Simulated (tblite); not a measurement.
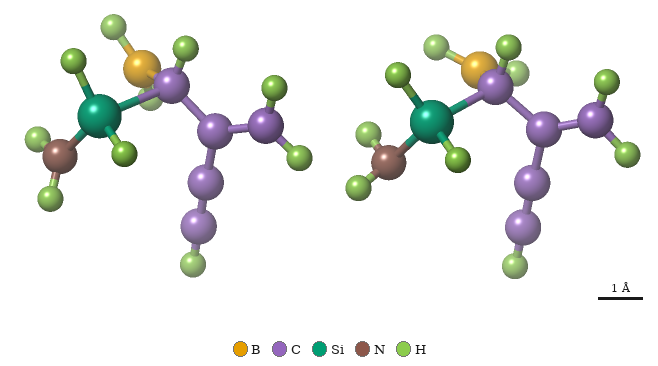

Two geometries of C$_{5}$H$_{10}$BNSi (charge +1, multiplicity 2), drawn at one scale. One is the start of a relaxation, the other its converged end. The picture is a ball-and-stick view, seen at a tilt.

All numbers below come from GFN2-xTB geometry optimisation, gas phase (tblite 0.8.0). 

Question: Which geometry has the lower energy?

Answer: The left one is the relaxed one. After 79 geometry steps the energy has fallen by 0.674 eV. An H atom moves most after the best rigid fit: 1.02 Å. Largest moves by element: H 1.02 Å, B 0.21 Å, C 0.18 Å, N 0.18 Å, Si 0.16 Å. Near-neighbour distances that change, for instance: C–Si 1.897 → 2.070 Å, N–Si 1.804 → 1.698 Å, C–C 1.319 → 1.365 Å, C–C 1.450 → 1.412 Å. Among the angles between lasting bonds that change: Si–N–H 109.5° → 123.6°, Si–N–H 111.1° → 124.2°, B–C–Si 111.8° → 99.1°. Groups turn about B–C by about 35°. The run took 0.45 s on 1 thread of AMD EPYC 9B45, on a shared host.
